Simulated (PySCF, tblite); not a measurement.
# C₆H₁₁F₂NSi: geometry, infrared bands and NMR shifts

Aim: predict the infrared bands and NMR shifts of C₆H₁₁F₂NSi (`F[C@@H]1CCN[Si@@H]1[C@@H]1C[C@@H]1F`).

Programs: tblite 0.8.0 and PySCF 2.14.0, with density-fitted response routines of our own. Each step states its level of theory. These are calculated values for one molecule in the gas phase, unless marked as measured. Atoms are numbered from 0 throughout.

## Step 1: The starting structure

21 atoms, charge 0, multiplicity 1; geometry from: force field or distance geometry start.

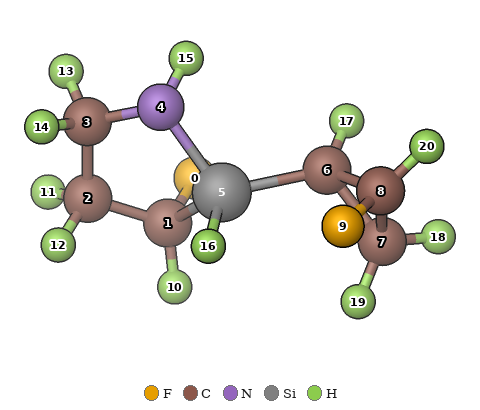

The starting geometry (fluorine amber, carbon brown, nitrogen purple, silicon grey, hydrogen green), atoms numbered.

## Step 2: Optimising the geometry with GFN2-xTB

What the job is given:

```
{"job": {"kind": "relax", "xc": "GFN2-xTB", "basis": "xTB"}, "charge": 0, "multiplicity": 1}
F     -0.957700    -1.577100    -1.320500
C     -1.126800    -1.183500    -0.008300
C     -2.388700    -0.446200     0.169800
C     -2.342000     0.922900    -0.403000
N     -1.010500     1.438700    -0.435100
Si     0.054900     0.233800     0.344500
C      1.698400     0.034300    -0.460400
C      2.689700    -0.871900     0.266700
C      2.857600     0.616300     0.341500
F      2.512900     1.146400     1.570600
H     -0.971800    -2.033300     0.683800
H     -3.241500    -0.997400    -0.324300
H     -2.678600    -0.390000     1.258700
H     -2.888500     1.014400    -1.367400
H     -2.909900     1.594900     0.306000
H     -0.757500     1.529300    -1.449000
H      0.144300     0.563800     1.770400
H      1.824700     0.029700    -1.546600
H      3.485200    -1.369800    -0.316600
H      2.398200    -1.359300     1.210800
H      3.598600     1.121000    -0.292200
```

Started as:

```
OMP_NUM_THREADS=1 python probes_run.py task.json out
```

The driver reads the jobs from task.json and runs them one after another.

Log:

```text
step      E/eV     max force
  0    -885.28081    3.648
  1    -885.66617    0.985
  2    -885.75840    0.698
  3    -885.84120    0.489
  4    -885.87510    0.466
  5    -885.90108    0.379
  6    -885.92014    0.347
  7    -885.93541    0.281
  8    -885.94794    0.244
  9    -885.95939    0.241
 10    -885.96929    0.188
 11    -885.97716    0.187
 12    -885.98398    0.170
 13    -885.99111    0.217
 14    -885.99844    0.188
 15    -886.00557    0.174
 16    -886.01297    0.210
 17    -886.02031    0.214
 18    -886.02722    0.207
 19    -886.02716    0.752
 20    -886.03854    0.191
 21    -886.04630    0.201
 22    -886.07330    0.754
 23    -886.08525    0.256
 24    -886.09607    0.228
 25    -886.10408    0.514
 26    -886.11001    0.207
 27    -886.11753    0.139
 28    -886.12437    0.163
 29    -886.12799    0.157
 30    -886.13337    0.187
 31    -886.13786    0.183
 32    -886.14165    0.165
 33    -886.14430    0.310
 34    -886.14747    0.139
 35    -886.15105    0.160
 36    -886.15461    0.158
 37    -886.15789    0.133
 38    -886.16164    0.145
 39    -886.16477    0.249
 40    -886.16824    0.326
 41    -886.17213    0.322
 42    -886.17623    0.225
 43    -886.17970    0.114
 44    -886.18233    0.121
 45    -886.18447    0.143
 46    -886.18644    0.121
 47    -886.18826    0.098
 48    -886.18993    0.111
 49    -886.19157    0.087
 50    -886.19343    0.091
 51    -886.19585    0.109
 52    -886.19891    0.139
 53    -886.20172    0.158
 54    -886.20332    0.142
 55    -886.20587    0.090
 56    -886.20751    0.069
 57    -886.20896    0.061
 58    -886.21034    0.068
 59    -886.21132    0.098
 60    -886.21202    0.086
 61    -886.21260    0.072
 62    -886.21316    0.058
 63    -886.21367    0.044
 64    -886.21411    0.038
 65    -886.21451    0.047
 66    -886.21488    0.037
 67    -886.21519    0.041
 68    -886.21549    0.038
 69    -886.21581    0.045
 70    -886.21610    0.041
 71    -886.21633    0.031
 72    -886.21651    0.033
 73    -886.21670    0.035
 74    -886.21690    0.039
 75    -886.21712    0.035
 76    -886.21737    0.035
 77    -886.21768    0.038
 78    -886.21808    0.049
 79    -886.21853    0.052
 80    -886.21898    0.056
 81    -886.21943    0.061
 82    -886.21993    0.056
 83    -886.22053    0.060
 84    -886.22116    0.049
 85    -886.22169    0.052
 86    -886.22210    0.053
 87    -886.22248    0.066
 88    -886.22286    0.062
 89    -886.22324    0.044
 90    -886.22357    0.037
 91    -886.22382    0.031
 92    -886.22404    0.034
 93    -886.22429    0.033
 94    -886.22457    0.042
 95    -886.22489    0.045
 96    -886.22526    0.044
 97    -886.22566    0.047
 98    -886.22609    0.048
 99    -886.22652    0.038
100    -886.22689    0.040
101    -886.22713    0.043
102    -886.22740    0.038
103    -886.22773    0.041
104    -886.22818    0.047
105    -886.22851    0.040
106    -886.22881    0.047
107    -886.22908    0.045
108    -886.22941    0.046
109    -886.22977    0.046
110    -886.23006    0.054
111    -886.23026    0.045
112    -886.23044    0.042
113    -886.23070    0.042
114    -886.23112    0.055
115    -886.23165    0.053
116    -886.23215    0.054
117    -886.23255    0.062
118    -886.23315    0.058
119    -886.23383    0.067
120    -886.23463    0.064
121    -886.23523    0.049
122    -886.23579    0.054
123    -886.23640    0.064
124    -886.23729    0.068
125    -886.23830    0.062
126    -886.23918    0.076
127    -886.23998    0.076
128    -886.24078    0.072
129    -886.24161    0.056
130    -886.24226    0.055
131    -886.24287    0.046
132    -886.24321    0.039
133    -886.24344    0.037
134    -886.24371    0.039
135    -886.24402    0.046
136    -886.24429    0.038
137    -886.24446    0.031
138    -886.24458    0.026
139    -886.24469    0.020
140    -886.24481    0.031
141    -886.24493    0.021
142    -886.24503    0.022
143    -886.24511    0.020
144    -886.24520    0.025
145    -886.24530    0.028
146    -886.24542    0.031
147    -886.24552    0.023
148    -886.24558    0.012
149    -886.24560    0.011
150    -886.24563    0.013
151    -886.24566    0.013
152    -886.24570    0.012
153    -886.24573    0.009
```

Run time: 1.5 s. Hardware: 1 thread of Arm Neoverse V1, shared host; peak memory 0.18 GiB.

Step by step: (not every step is listed)

| step | energy from step 0 (eV) | largest force (eV/Å) |
| --- | --- | --- |
| 0 | 0.0000 | 3.6483 |
| 1 | -0.3854 | 0.9845 |
| 2 | -0.4776 | 0.6977 |
| 3 | -0.5604 | 0.4889 |
| 4 | -0.5943 | 0.4655 |
| 5 | -0.6203 | 0.3795 |
| 6 | -0.6393 | 0.3475 |
| 7 | -0.6546 | 0.2814 |
| 8 | -0.6671 | 0.2442 |
| 22 | -0.7925 | 0.7542 |
| 36 | -0.8738 | 0.1575 |
| 50 | -0.9126 | 0.0915 |
| 64 | -0.9333 | 0.0375 |
| 78 | -0.9373 | 0.0494 |
| 92 | -0.9432 | 0.0339 |
| 106 | -0.9480 | 0.0473 |
| 120 | -0.9538 | 0.0645 |
| 134 | -0.9629 | 0.0385 |
| 148 | -0.9648 | 0.0116 |
| 149 | -0.9648 | 0.0114 |
| 150 | -0.9648 | 0.0131 |
| 151 | -0.9649 | 0.0132 |
| 152 | -0.9649 | 0.0120 |
| 153 | -0.9649 | 0.0090 |

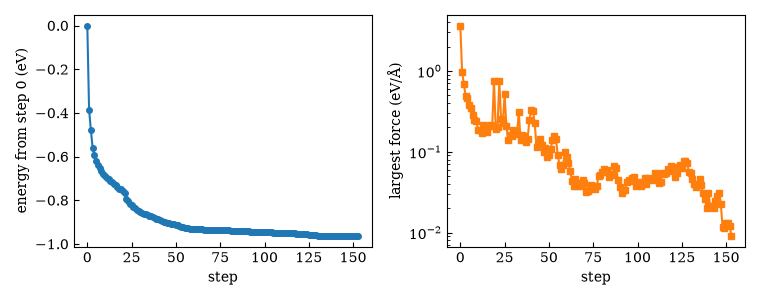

Energy and force, step by step.

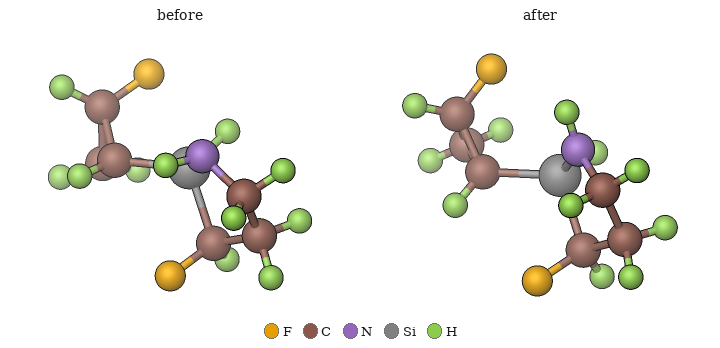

Before and after, at one scale.

Close pairs (by a distance rule), those that changed most:

```
  bond  before (Å)  after (Å)  change (Å)
N4–Si5       1.787      1.707      -0.080
 C1–C2       1.472      1.519      +0.047
N4–H15       1.049      1.006      -0.043
 C2–C3       1.485      1.527      +0.043
Si5–C6       1.841      1.883      +0.042
C2–H11       1.129      1.091      -0.039
C2–H12       1.128      1.090      -0.038
C3–H14       1.130      1.095      -0.035
```

The final coordinates are the input of the step that follows.

## Step 3: Infrared spectrum with GFN2-xTB

What the job is given:

```
{"job": {"kind": "ir", "xc": "GFN2-xTB", "basis": "xTB"}, "charge": 0, "multiplicity": 1}
F     -1.078763    -1.675079    -1.365860
C     -1.331306    -1.290234    -0.051681
C     -2.570749    -0.412858    -0.004741
C     -2.176100     0.998797    -0.434228
N     -0.863179     1.259918     0.124335
Si     0.044944    -0.115166     0.569830
C      1.670555    -0.368102    -0.345565
C      2.917585    -0.586638     0.474181
C      2.684939     0.715839    -0.199738
F      2.358647     1.791102     0.584189
H     -1.482264    -2.220976     0.496876
H     -3.363416    -0.808511    -0.640656
H     -2.917260    -0.394458     1.028540
H     -2.151179     1.062010    -1.529332
H     -2.899032     1.732888    -0.064709
H     -0.531291     2.204943     0.035889
H      0.228307    -0.235815     2.023951
H      1.641426    -0.852266    -1.312902
H      3.698131    -1.226141     0.091038
H      2.810625    -0.609614     1.547122
H      3.300458     1.047303    -1.027013
```

Log:

```text
mode    cm-1     km/mol
  1      25.9      1.86
  2      60.0      2.66
  3      75.2      3.63
  4     126.2      0.25
  5     151.2      9.58
  6     157.1     16.70
  7     250.6      8.42
  8     282.0     10.67
  9     341.9     87.27
 10     375.3     30.83
 11     404.8      4.02
 12     464.5     13.68
 13     512.0      8.03
 14     596.1     45.70
 15     603.4     22.95
 16     693.8     66.18
 17     699.7     82.13
 18     759.0    105.84
 19     830.6     31.00
 20     835.7      5.32
 21     862.8      0.60
 22     879.0     94.37
 23     936.6      4.05
 24     977.4     36.40
 25     979.2     12.15
 26    1017.3     64.46
 27    1029.0     29.15
 28    1055.3     23.21
 29    1065.1      2.45
 30    1074.8     22.25
 31    1089.7     18.89
 32    1125.6     14.22
 33    1128.3     21.77
 34    1136.1     43.47
 35    1180.3      0.39
 36    1203.2      6.22
 37    1225.8     46.11
 38    1266.4     58.03
 39    1276.7     38.71
 40    1301.0     15.18
 41    1320.6      0.37
 42    1357.6     25.65
 43    1372.7     53.20
 44    1457.2     20.72
 45    1460.2      2.49
 46    1495.5      0.97
 47    2209.8    312.27
 48    2891.4     43.97
 49    2935.9     68.29
 50    2963.1     49.56
 51    2991.7     39.05
 52    2999.9     48.72
 53    3038.3     28.85
 54    3054.7     14.56
 55    3089.1     23.10
 56    3111.3     20.73
 57    3491.5      6.49
```

Run time: 1.1 s. Hardware: 1 thread of Arm Neoverse V1, shared host; peak memory 0.18 GiB.

Which atoms move in the most intense modes:

| cm⁻¹ | km/mol | atoms |
| --- | --- | --- |
| 342 | 87.3 | H15 49 %, Si5 15 %, F0 11 % |
| 694 | 66.2 | C6 32 %, Si5 16 %, H18 11 % |
| 700 | 82.1 | H16 79 % |
| 759 | 105.8 | Si5 30 %, C1 30 %, H16 12 % |
| 879 | 94.4 | N4 38 %, Si5 30 % |
| 1017 | 64.5 | C8 45 %, C6 18 %, C7 18 % |
| 2210 | 312.3 | H16 97 % |
| 2936 | 68.3 | H14 82 %, H13 13 % |

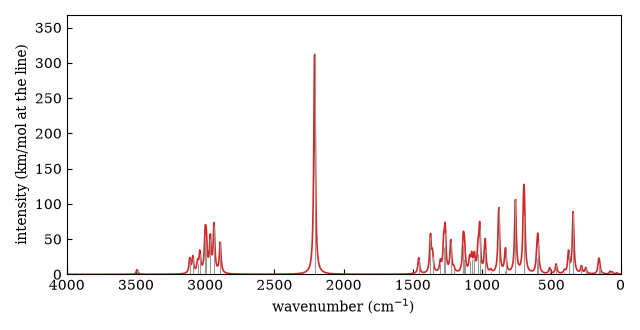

The infrared spectrum from these modes, unscaled. Lines are broadened to a width of 14 cm⁻¹ (Lorentzian).

## Step 4: NMR shieldings: PBE0/pcSseg-1

Settings changed since step 3:

```diff
@@ -1,2 +1,2 @@
-{"job": {"kind": "ir", "xc": "GFN2-xTB", "basis": "xTB"}, "charge": 0, "multiplicity": 1}
+{"job": {"kind": "nmr", "xc": "PBE0", "basis": "pcSseg-1"}, "charge": 0, "multiplicity": 1}
 F     -1.078763    -1.675079    -1.365860
```

Method: GIAO PBE0/pcSseg-1 NMR shielding, non-relativistic, gas phase.

Log:

```text
coarse grid: 18200 points
cycle   1  E = -778.2950015407  dE =  1.457e+00  |g| = 7.108e-01  |ddm| = 4.138e+00
cycle   2  E = -778.2357304083  dE =  5.927e-02  |g| = 9.523e-01  |ddm| = 1.311e+00
cycle   3  E = -778.3886596372  dE = -1.529e-01  |g| = 8.004e-02  |ddm| = 7.984e-01
cycle   4  E = -778.3896199303  dE = -9.603e-04  |g| = 4.047e-02  |ddm| = 9.107e-02
cycle   5  E = -778.3899926605  dE = -3.727e-04  |g| = 5.873e-03  |ddm| = 3.696e-02
cycle   6  E = -778.3899990792  dE = -6.419e-06  |g| = 2.248e-03  |ddm| = 6.643e-03
final grid: 172472 points
cycle   7  E = -778.4612134652  dE = -5.974e-05  |g| = 1.026e-02  |ddm| = 3.400e-02
cycle   8  E = -778.4611955463  dE =  1.792e-05  |g| = 1.423e-02  |ddm| = 2.062e-02
cycle   9  E = -778.4612375668  dE = -4.202e-05  |g| = 1.101e-03  |ddm| = 1.131e-02
cycle  10  E = -778.4612377579  dE = -1.912e-07  |g| = 3.437e-04  |ddm| = 1.053e-03
cycle  11  E = -778.4612377769  dE = -1.900e-08  |g| = 5.241e-05  |ddm| = 2.649e-04
cycle  12  E = -778.4612377773  dE = -4.434e-10  |g| = 2.463e-05  |ddm| = 6.687e-05
converged SCF energy = -778.4612377773

GIAO shielding tensors (ppm)
atom      isotropic    diamagn.    paramagn.     s11        s22        s33       span
  0 F      427.583     476.226     -48.643    370.418    437.624    474.707    104.288
  1 C       96.489     248.881    -152.392     58.054     78.679    152.734     94.680
  2 C      149.086     251.352    -102.267    137.207    150.056    159.994     22.787
  3 C      139.260     241.776    -102.516    114.186    130.768    172.827     58.641
  4 N      232.891     324.556     -91.665    192.981    230.204    275.487     82.506
  5 Si     351.556     880.080    -528.525    309.548    350.476    394.644     85.096
  6 C      179.647     250.997     -71.350    142.612    175.177    221.152     78.540
  7 C      175.242     256.904     -81.662    147.919    168.001    209.807     61.888
  8 C      111.523     245.022    -133.500     51.347     83.845    199.376    148.029
  9 F      401.019     475.874     -74.855    339.311    400.628    463.117    123.806
 10 H       26.601      30.490      -3.889     23.168     26.191     30.443      7.275
 11 H       29.322      28.511       0.811     25.257     26.840     35.868     10.610
 12 H       30.019      29.891       0.128     25.556     27.462     37.039     11.482
 13 H       27.990      29.434      -1.444     23.245     26.084     34.641     11.396
 14 H       28.339      27.363       0.977     22.819     26.614     35.585     12.765
 15 H       30.947      33.659      -2.712     20.825     30.143     41.872     21.047
 16 H       26.813      30.350      -3.537     22.389     26.060     31.991      9.603
 17 H       31.157      32.572      -1.415     23.970     29.213     40.288     16.317
 18 H       30.961      29.901       1.060     25.196     26.387     41.299     16.103
 19 H       30.763      31.294      -0.531     25.060     29.285     37.943     12.884
 20 H       26.823      29.765      -2.942     21.624     25.967     32.877     11.253
```

It took 58 s on 1 thread of Arm Neoverse V1, shared host; peak memory 1.1 GiB.

The references, computed at this level on geometries of the same kind, shield at (ppm): 1H TMS 31.72, 13C TMS 186.9, 29Si TMS 349.2, 19F CFCl3 170.9, 15N NH3 267.7. Their shielding less the atom's gives the shift. The references are single molecules in the gas phase, so shifts against H2O, NH3, PH3, H3PO4 or CFCl3 are not on the usual liquid scales and can be off by tens of ppm.

```
atoms                                                   environment  σ (ppm)  δ (ppm)  δ scaled to CDCl3
   C1                                     sp3 CH bonded to F and Si     96.5     90.4               86.4
   C8                  three-membered-ring carbon bearing a halogen    111.5     75.4               71.7
   C3                                           sp3 CH2 bonded to N    139.3     47.7               44.6
   C2                                             sp3 CH2 in a ring    149.1     37.8               35.0
   C7                                    three-membered-ring carbon    175.2     11.7                9.5
   C6                                    three-membered-ring carbon    179.6      7.3                5.2
  H10                      hydrogen on an sp3 CH bonded to F and Si    26.60     5.12               4.93
  H16  hydrogen on a silicon bonded to 2 C, N, in a 5-membered ring    26.81     4.90                  –
  H20    hydrogen on a three-membered-ring carbon bearing a halogen    26.82     4.89               4.72
  H13                            hydrogen on an sp3 CH2 bonded to N    27.99     3.73               3.62
  H14                            hydrogen on an sp3 CH2 bonded to N    28.34     3.38               3.29
  H11                              hydrogen on an sp3 CH2 in a ring    29.32     2.40               2.36
  H12                              hydrogen on an sp3 CH2 in a ring    30.02     1.70               1.71
  H19                      hydrogen on a three-membered-ring carbon    30.76     0.95               1.00
  H15  hydrogen on a nitrogen bonded to C, Si, in a 5-membered ring    30.95     0.77                  –
  H18                      hydrogen on a three-membered-ring carbon    30.96     0.76               0.82
  H17                      hydrogen on a three-membered-ring carbon    31.16     0.56               0.63
   F9                                     fluorine on an sp3 carbon    401.0   -230.1                  –
   F0                                     fluorine on an sp3 carbon    427.6   -256.6                  –
   N4             nitrogen bonded to C, Si, H, in a 5-membered ring    232.9     34.8                  –
  Si5             silicon bonded to 2 C, N, H, in a 5-membered ring    351.6     -2.4                  –
```

The scaled column applies a straight-line fit of computed shieldings to shifts measured in CDCl3, and one for carbons that bear F (root-mean-square error 0.16 ppm for H, 1.9 ppm for C).

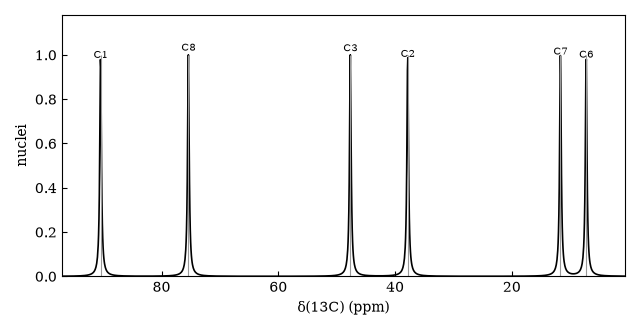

13C lines at the computed shifts, without couplings. Lines are broadened to a width of 0.33 ppm (Lorentzian).

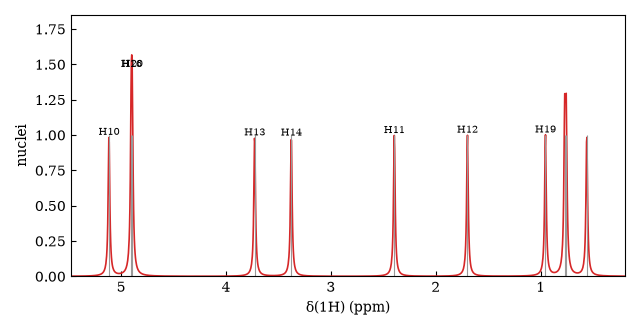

1H lines at the computed shifts, without couplings. Lines are broadened to a width of 0.02 ppm (Lorentzian).

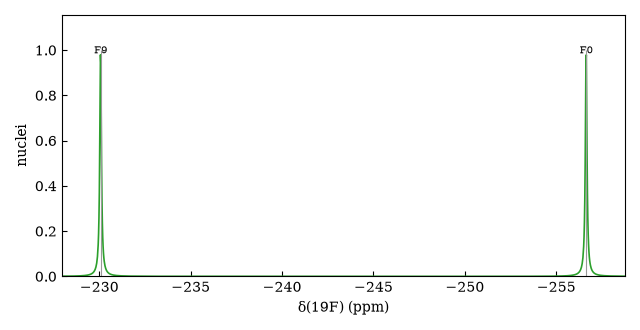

19F lines at the computed shifts, without couplings. Lines are broadened to a width of 0.11 ppm (Lorentzian).

Charges from the same density, by scheme (e):

```
atoms  Mulliken    IAO  Hirshfeld  ESP fit
   F0     -0.35  -0.34      -0.12    -0.25
   C1     -0.10  -0.09      -0.03     0.15
   C2     -0.26  -0.28      -0.08    -0.21
   C3      0.01  -0.14      -0.03     0.02
   N4     -0.68  -0.69      -0.25    -0.55
  Si5      1.02   1.02       0.37     0.34
   C6     -0.57  -0.46      -0.14    -0.22
   C7     -0.20  -0.30      -0.10    -0.37
   C8      0.19   0.16       0.05     0.08
   F9     -0.32  -0.31      -0.10    -0.18
```

IAO charges:

F0 -0.34; C1 -0.09; C2 -0.28; C3 -0.14; N4 -0.69; Si5 1.02; C6 -0.46; C7 -0.30; C8 0.16; F9 -0.31; H10 0.14; H11 0.15; H12 0.14; H13 0.12; H14 0.13; H15 0.26; H16 -0.16; H17 0.17; H18 0.16; H19 0.16; H20 0.15

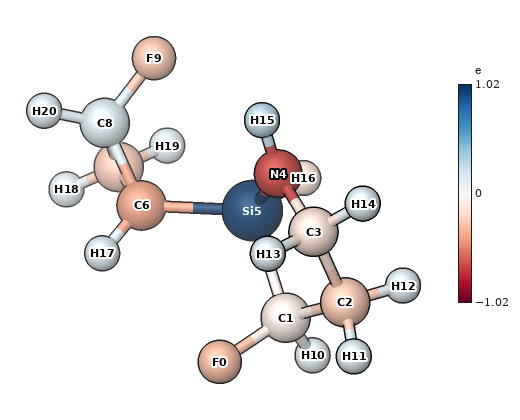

IAO charges, as colours on the atoms.

Mayer bond orders: F0–C1 0.83, C1–C2 1.03, C2–C3 1.02, C3–N4 0.97, N4–Si5 1.05, Si5–C6 0.80, C6–C7 0.94, C7–C8 0.97, C8–F9 0.89, Si5–C1 0.84, C8–C6 0.95.

Ring of atoms C1, C2, C3, N4, Si5: NICS(0) -4.8, NICS(1) -2.8, NICS(1)zz -2.4 ppm (means of both faces; NICS(1) differs between them: -3.9 and -1.7).

Ring of atoms C6, C7, C8: NICS(0) -39.2, NICS(1) -8.2, NICS(1)zz -19.8 ppm (means of both faces; NICS(1) differs between them: -9.8 and -6.5).

The two faces differ (NICS(1)zz -14.9 and -24.7 ppm).

In rings of three or four atoms NICS is ruled by the nearby σ bonds, so it says little on aromaticity.

## Step 5: Results

| quantity | value |
| --- | --- |
| strongest single infrared mode (GFN2-xTB) | 2210 cm⁻¹, 312 km/mol |
| zero-point energy (GFN2-xTB) | 101.9 kcal/mol |
| 13C shifts against TMS (PBE0/pcSseg-1) | 90.4, 75.4, 47.7, 37.8, 11.7, 7.3 ppm |
| 1H shifts against TMS (PBE0/pcSseg-1) | 5.12, 4.90, 4.89, 3.73, 3.38, 2.40, 1.70, 0.95, 0.77, 0.76, 0.56 ppm |
| 19F shifts against CFCl3 (PBE0/pcSseg-1) | -230.1, -256.6 ppm |
| 15N shifts against NH3 (PBE0/pcSseg-1) | 34.8 ppm |
| 29Si shifts against TMS (PBE0/pcSseg-1) | -2.4 ppm |

**Reading.** Relaxing lowered the energy by 0.965 eV in 153 steps; the close pair that moved most is N4–Si5, from 1.787 to 1.707 Å. All 57 modes are real, so the xTB geometry is a minimum. The strongest single mode, at 2210 cm⁻¹, moves mainly H16. Unscaled tight-binding wavenumbers are off by several per cent, some by more. Its intensities can rank the bands wrongly. The most deshielded hydrogen is H10 (hydrogen on an sp3 CH bonded to F and Si), at 5.12 ppm: its carbon carries F, an electronegative neighbour. At PBE0/pcSseg-1: Shielding is most anisotropic at C8 (span 148 ppm, paramagnetic term -134 ppm).
